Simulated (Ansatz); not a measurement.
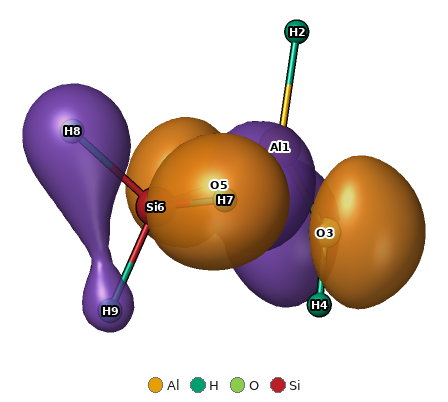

AlH5O2Si. The HOMO−1 at ±0.1 Å⁻³ᐟ² (orange and purple are the two phases), seen at an oblique angle.

These are results of Ansatz 0.2.0, RKS revPBE/def2-SVP, not measurements.

Input file:

```
crystal:
  periodic: [false, false, false]
  atoms:
    - { symbol: Al, position_ang: [0.0, 0.0, 0.0] }
    - { symbol: H, position_ang: [0.0, 0.0, 1.56] }
    - { symbol: O, position_ang: [1.5415, 0.0, -0.89] }
    - { symbol: H, position_ang: [1.8414, -0.9519, -1.0449] }
    - { symbol: O, position_ang: [-1.5415, 0.0, -0.89] }
    - { symbol: Si, position_ang: [-2.6907, -1.2238, -0.8267] }
    - { symbol: H, position_ang: [-2.2881, -2.2198, 0.162] }
    - { symbol: H, position_ang: [-3.9833, -0.6595, -0.4496] }
    - { symbol: H, position_ang: [-2.8007, -1.8572, -2.1376] }
basis:
  gaussian: { orbitals: def2-SVP }
hamiltonian:
  xc: revpbe
relax:
  f_tol: 0.02
  max_steps: 40
output:
  orbitals: {}
```

Run with:

```sh
ansatz run input.yaml --threads 2 --pin off --max-ram 3072MiB --backend cpu --events-out ev --progress --plain --runs-dir out
```

The fields are those of the run's last geometry, not of the input's.

**Describe this orbital and give its energy.**

It lies mainly on O3 (about 40 %), O5 (about 30 %), Si6 (about 10 %) and H7 (about 10 %). Its energy is −7.05 eV.
